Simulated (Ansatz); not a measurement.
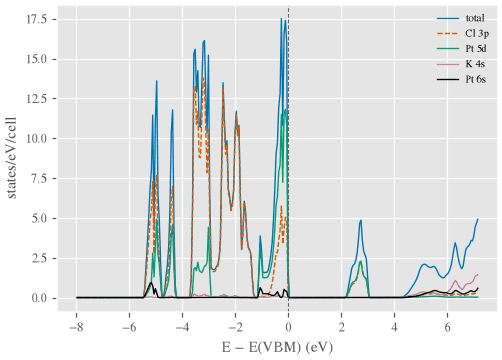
Total and projected density of states of K2PtCl4 in space group P4/mmm (No. 123; K on 2e, Pt on 1a, Cl on 4j), plane-wave PAW r²SCAN (Ansatz code)

Task: Which orbitals carry the states next to the gap?

Result: Top 1 eV of the valence band: Pt 5d 68 %, Cl 3p 28 %. Bottom 1 eV of the conduction band: Pt 5d 47 %, Cl 3p 46 %. Projections are on Löwdin-orthogonalised atomic valence shells; empty p or d shells of many metals are not among them.

The first step of the workflow began from a Materials Project structure, measured or hypothetical; the Crystallography Open Database files this formula in space group No. 123, but the cells were not matched. Whether it is the stable phase at ambient conditions was not checked. The r²SCAN relaxation kept the symmetry of its start; its stability against distortions is not shown here. No spin polarisation was allowed. Spin–orbit coupling is left out wherever it is not named.

Potentials: the later of the program's two PAW sets.
